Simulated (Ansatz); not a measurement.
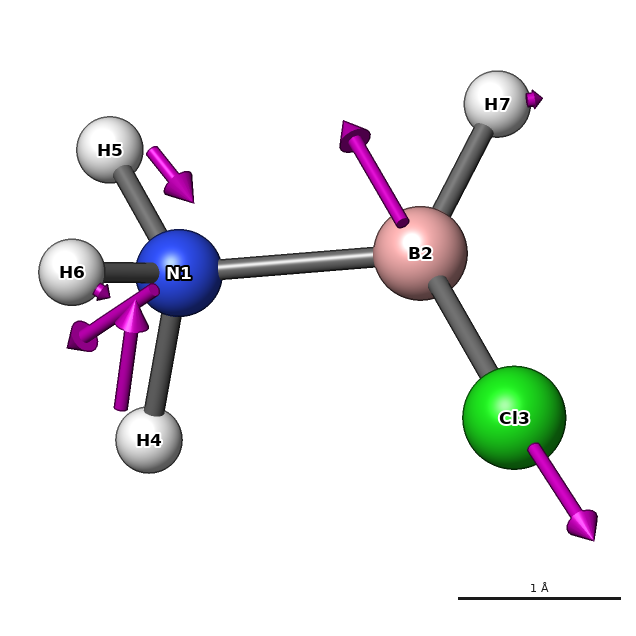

Arrows show the forces on the atoms, 0.2 Å of arrow for 1 eV/Å; forces under a tenth of the largest aren't drawn. State: charge +1, singlet. Level of theory: B3LYP-D4/def2-TZVPP (Ansatz 0.2.0).

Along which bond is the force strongest?

B2–Cl3, now 1.575 Å: the forces push its atoms apart, so a first step downhill lengthens it.

List the force components in the frame of the picture (x right, y up, z towards the viewer), in eV/Å.

```
atom     Fx     Fy     Fz
  N1  −2.73  −1.83  −2.96
  B2  −1.86   3.21  −2.63
 Cl3   1.88  −2.91   2.92
  H4   0.46   3.40   1.60
  H5   1.31  −1.64   1.05
  H6   0.43  −0.29   0.11
  H7   0.50   0.06  −0.09
```
